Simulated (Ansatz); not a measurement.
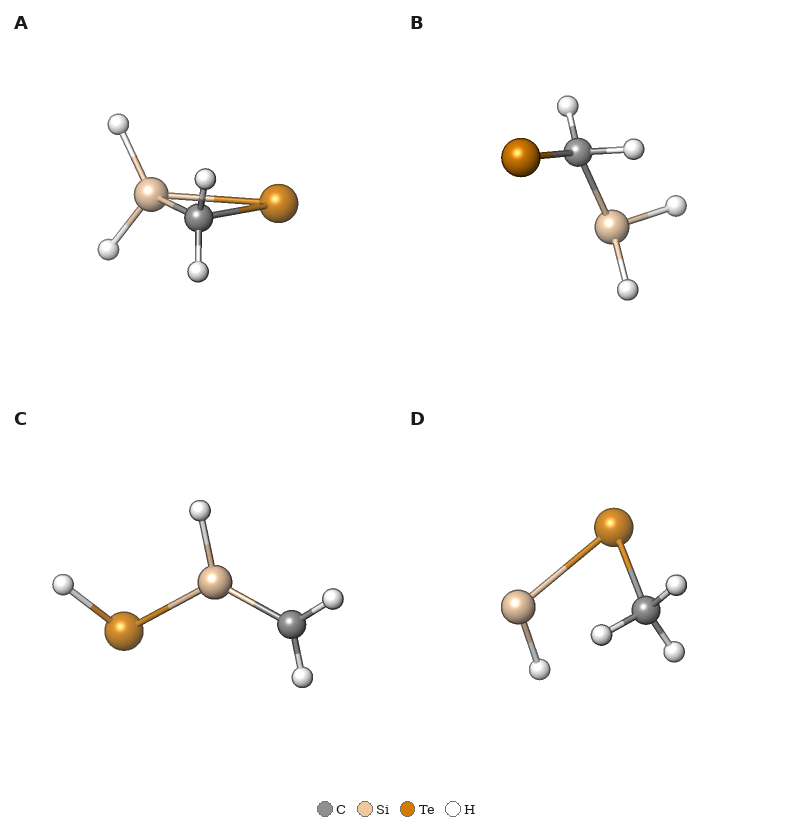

4 stationary structures of one formula. Geometries: PBE-D4/def2-SVP. Electronic energies: PBE-D4/def2-SVP (Ansatz 0.2.0), without zero-point energy. No frequency run is at hand to confirm each as a minimum. Each is one conformer, not always the lowest.

Question: Which is lowest in energy, and by how much?

Answer: A is lowest (Cs); C lies 0.787 eV above it (C1), D lies 1.173 eV above it (C1), B lies 2.187 eV above it (C1).
